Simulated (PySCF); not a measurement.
```
atom   x (Å)   y (Å)    z (Å)
  Ga  0.0000  0.0000  -0.7646
   P  0.0000  0.0000   1.7014
```

All numbers below come from PBE0/cc-pVTZ(-PP), non-relativistic Hamiltonian with scalar-relativistic core potentials where named, at a bond length of 2.466 Å (PySCF 2.14.0).

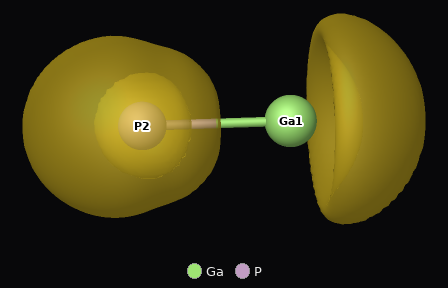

GaP (triplet). Isosurface of the electron localisation function at 0.75 (yellow), seen from one side. Only the valence region is drawn (cores and ρ < 0.01 e/Å³ removed).

Q: What do the ELF domains correspond to?

A: The surface consists of one region on P in which the atom's valence shell and bonds are merged and one lobe on Ga, pointing away from the bonds (non-bonding electrons). Profiles from the grid: Ga–P (2.47 Å): the ELF peaks at about 0.90 in the valence shell of P, 1.0 Å from its nucleus, and is about 0.80 at the midpoint.
